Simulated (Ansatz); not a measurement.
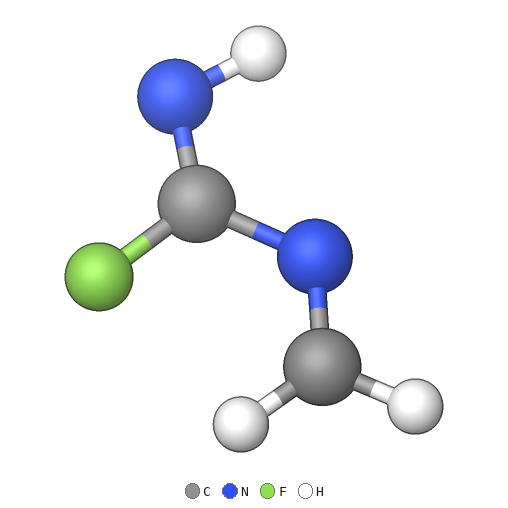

Rendered structure (ball-and-stick style).

The geometry was computed by an optimisation with PBE0-D4/def2-TZVP.

Question: Give the formula.

Answer: C₂H₃FN₂, 8 atoms: 2 carbon, 3 hydrogen, 1 fluorine and 2 nitrogen.

Question: Which point group does it belong to?

Answer: Cs.

Question: Count the bonded pairs by element.

Answer: 3 C–N, 2 C–H, 1 C–F, 1 N–H.

Question: Describe its rings.

Answer: It has no ring.

More results for the same structure follow; atom numbers are the same in all pictures, views and colours differ.

### Shape

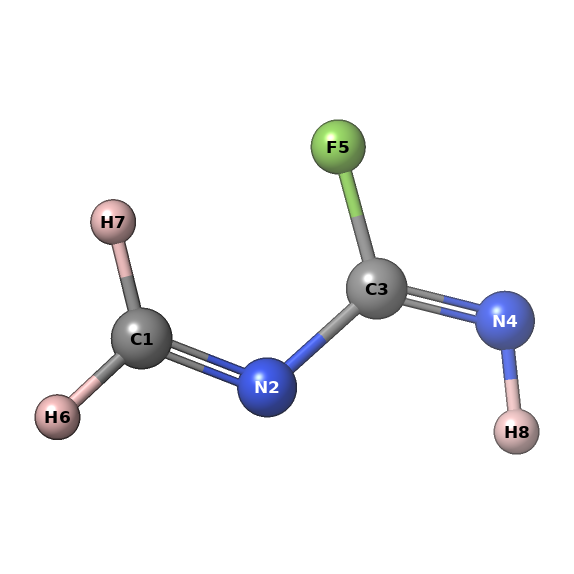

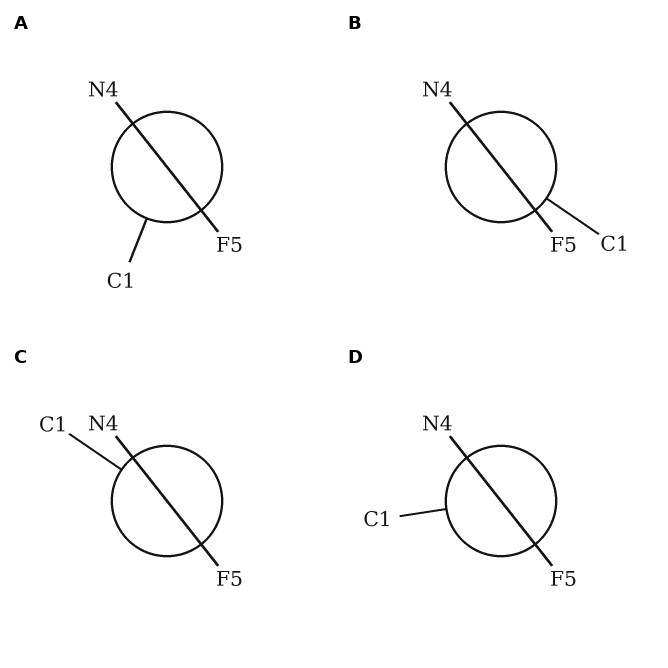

Atoms fade into the background with distance from the viewer. Bonds that would overlap in a projection are set slightly apart.

Question: Which Newman projection shows the view along C3–N2, with C3 in front?

Answer: B. The torsion angle F5–C3–N2–C1 is 0°, synperiplanar (eclipsed).

### Dipole moment

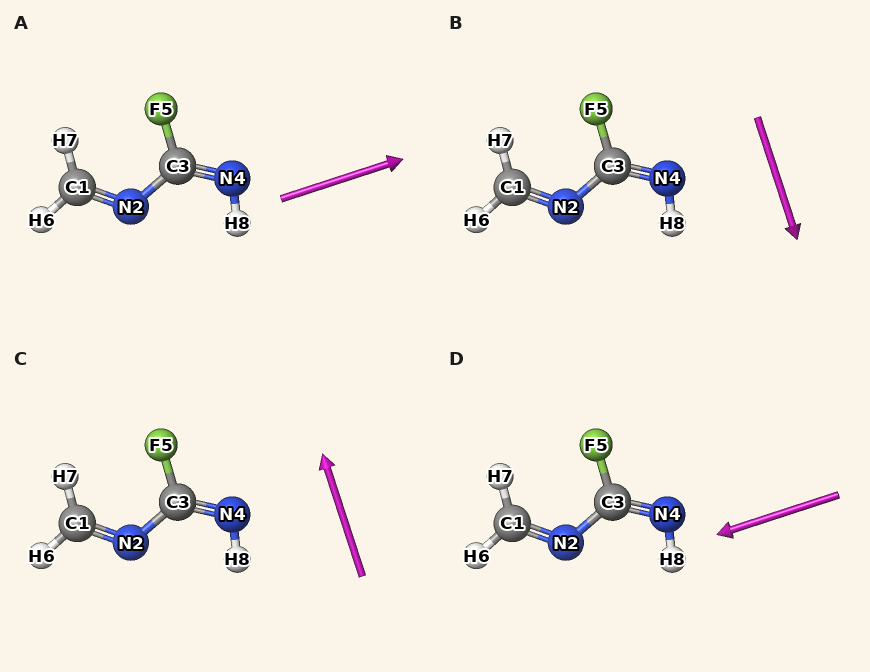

The same molecule four times, each with an arrow. Properties computed with RKS B3LYP-D4/def2-TZVPP (Ansatz 0.2.0).

Question: Which arrow points along the dipole moment, from the negative to the positive end?

Answer: D. The dipole moment is 3.11 D; it points from the side of N4 to the side of H6 (the outermost atoms at the two ends).

### Charges

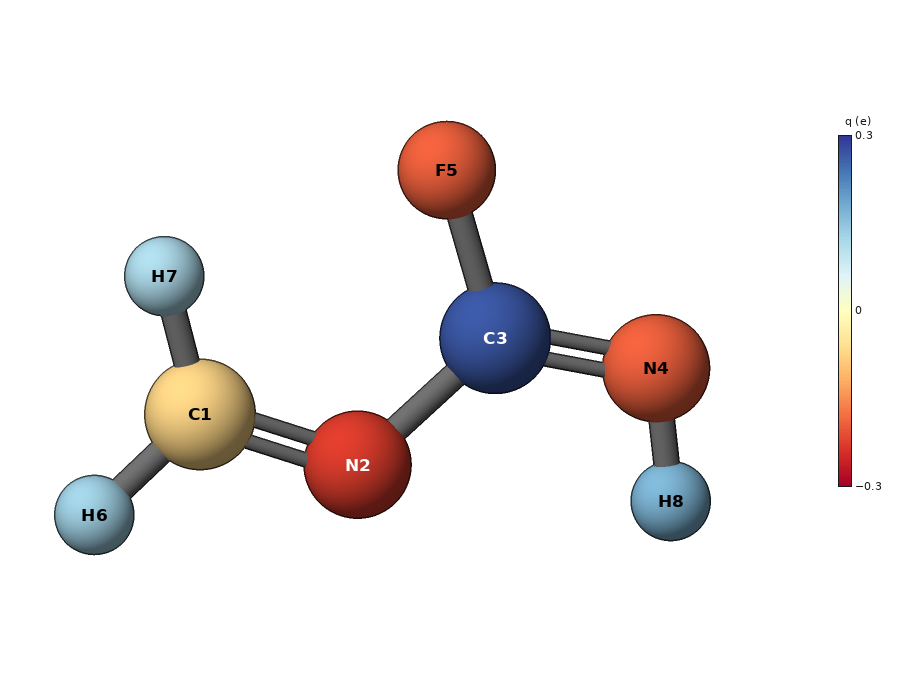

Atoms are coloured by their Mulliken charges. Properties computed with RKS B3LYP-D4/def2-TZVPP (Ansatz 0.2.0).

Question: Which atom carries the highest charge (most positive or least negative)?

Answer: C3 (0.27 e).

Question: And the lowest?

Answer: N2 (−0.23 e).

Give the Mulliken charges atom by atom.

| atom | value (e) |
| --- | --- |
| C1 | −0.07 |
| N2 | −0.23 |
| C3 | 0.27 |
| N4 | −0.19 |
| F5 | −0.19 |
| H6 | 0.13 |
| H7 | 0.12 |
| H8 | 0.17 |

### Thermal motion

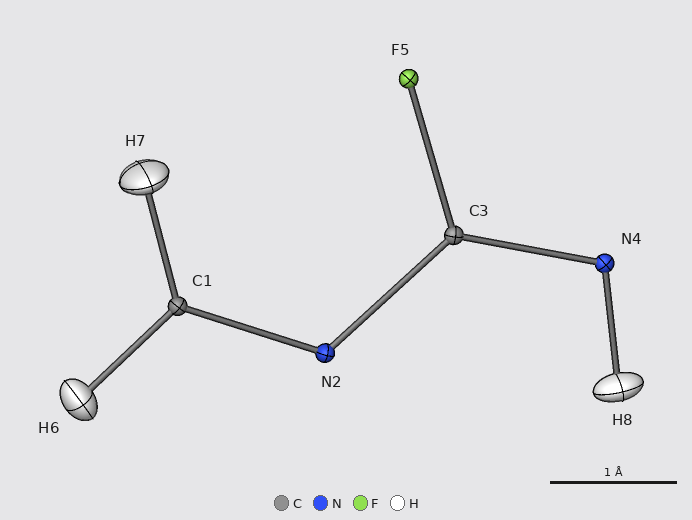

Displacement ellipsoids at the 50 % level, from the internal vibrations of the free molecule (harmonic, no overall translation or rotation; no half-axis is drawn under 0.075 Å). Vibrations computed with RKS PBE0-D4/def2-TZVP (Ansatz 0.2.0). Temperature: 0 K (zero-point motion alone).

Question: Which atom has the largest mean-square displacement?

Answer: H7, with U_eq = 0.0256 Å².

Question: Does H7 move more along its bond or across it?

Answer: Across it: the root-mean-square amplitude is 0.078 Å along the bond and up to 0.232 Å across, since bending and torsion are softer than stretching.

Give the displacement parameters, one line for each set of equivalent atoms.

```
atom  U_eq (Å²)   rms amplitudes (Å)
  C1     0.0019  0.028, 0.042, 0.056
  N2     0.0024  0.027, 0.035, 0.072
  C3     0.0013  0.030, 0.033, 0.042
  N4     0.0014  0.030, 0.033, 0.048
  F5    0.00083  0.022, 0.027, 0.036
  H6     0.0140  0.081, 0.122, 0.144
  H7     0.0256  0.077, 0.130, 0.232
  H8     0.0134  0.072, 0.132, 0.132
```

### Vibrations

Harmonic vibrations computed with RKS PBE0-D4/def2-TZVP (Ansatz 0.2.0) at a stationary point of the same level.

Question: How many vibrational modes are there, and where do they lie?

Answer: 18 modes: 94, 331, 530, 546, 635, 839, 888, 920, 1046, 1108, 1226, 1332, 1491, 1728, 1783, 3089, 3192, 3550 cm⁻¹.

Mulliken values depend strongly on the basis set and can even reverse the polarity of a bond.
